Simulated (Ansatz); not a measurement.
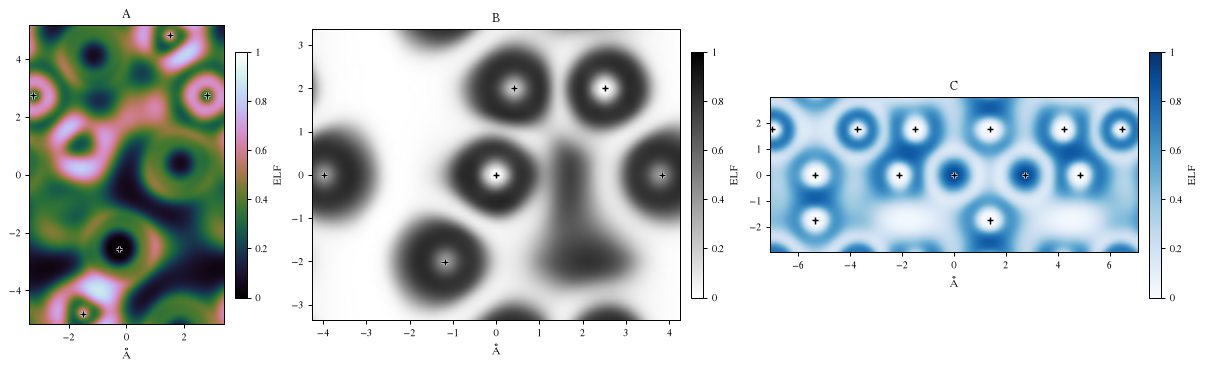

The electron localisation function of 3 systems, each on a plane through atoms (crosses mark nuclei in the plane).

Theory: DFT PBE, scalar-relativistic, plane waves, PAW in Ansatz.

System 1: Si₂Ge₂Ir, the (011) plane of the conventional cell. Space group P3₁21; a generated structure, not necessarily the stable one; computed without spin polarisation.

```
Si Ge Ir
1.0
     6.01435    0.00000    0.00000
    -3.00718    5.20858    0.00000
     0.00000    0.00000    8.12263
Si Ge Ir
6 6 3
Cartesian
  -0.6067 3.5207 0.9689
  2.4005 1.6879 4.4461
  3.2687 2.2857 1.7386
  0.3452 3.9736 6.3841
  3.3523 1.2350 7.1537
  0.2615 2.9228 3.6765
  0.7044 1.2302 1.7645
  3.7116 3.9784 3.6506
  -2.2940 3.9835 7.1796
  4.5968 0.0051 0.9430
  0.7132 1.2251 6.3582
  1.5896 5.2035 4.4720
  2.7491 0.0000 2.7075
  1.6326 2.8278 0.0000
  -1.3745 2.3808 5.4151
```

System 2: MnB₄W, the (110) plane of the cell of the magnetic structure. Space group P-6m2; a generated structure, not necessarily the stable one; changed on purpose from its base cell (volume × 1.06, shape and atoms relaxed); computed pressure about −14 GPa in this cell; spin-polarised.

```yaml
crystal:
  lattice:
    - [3.04644, 0.00000, 0.00000]
    - [-1.52322, 2.63830, 0.00000]
    - [0.00000, 0.00000, 13.47943]
  atoms:
    - { symbol: Mn, position: [0.00000, 0.00000, 0.89796] }
    - { symbol: Mn, position: [0.00000, 0.00000, 0.10204] }
    - { symbol: B, position: [0.33333, 0.66667, 0.21246] }
    - { symbol: B, position: [0.00000, 0.00000, 0.25897] }
    - { symbol: B, position: [0.66667, 0.33333, 0.50000] }
    - { symbol: B, position: [0.00000, 0.00000, 0.50000] }
    - { symbol: B, position: [0.33333, 0.66667, 0.78754] }
    - { symbol: B, position: [0.00000, 0.00000, 0.74103] }
    - { symbol: B, position: [0.66667, 0.33333, 0.00000] }
    - { symbol: B, position: [0.33333, 0.66667, 0.00000] }
    - { symbol: W, position: [0.33333, 0.66667, 0.37779] }
    - { symbol: W, position: [0.33333, 0.66667, 0.62221] }
```

System 3: Zr₂OF₂, the (110) plane of the conventional cell. Space group P3m1; a generated structure, not necessarily the stable one; changed on purpose from its base cell (volume × 1.03, shape and atoms relaxed).

```
CELL_PARAMETERS angstrom
3.47579 0.00000 0.00000
-1.73790 3.01012 0.00000
0.00000 0.00000 7.80183
ATOMIC_POSITIONS crystal
Zr 0.00000 0.00000 0.17943
Zr 0.33333 0.66667 0.50215
O 0.33333 0.66667 0.23198
F 0.66667 0.33333 0.02656
F 0.00000 0.00000 0.66987
```

Which map belongs to which system?

Panel A is system 1, Si₂Ge₂Ir: the plane holds Si, Ge and Ir. Si–Ir (2.45 Å): the ELF peaks at about 0.85 in the valence shell of Si, 0.9 Å from its nucleus, and is about 0.50 at the midpoint. Panel B is system 3, Zr₂OF₂: the plane holds Zr, O and F. Zr–O (2.05 Å): the ELF peaks at about 0.85 in the valence shell of O, 0.6 Å from its nucleus, and drops to about 0.25 between the two atoms (no localised pair shows between them). Panel C is system 2, MnB₄W: the plane holds Mn, B and W. B–B (1.76 Å): the ELF peaks at about 0.80 between the atoms.
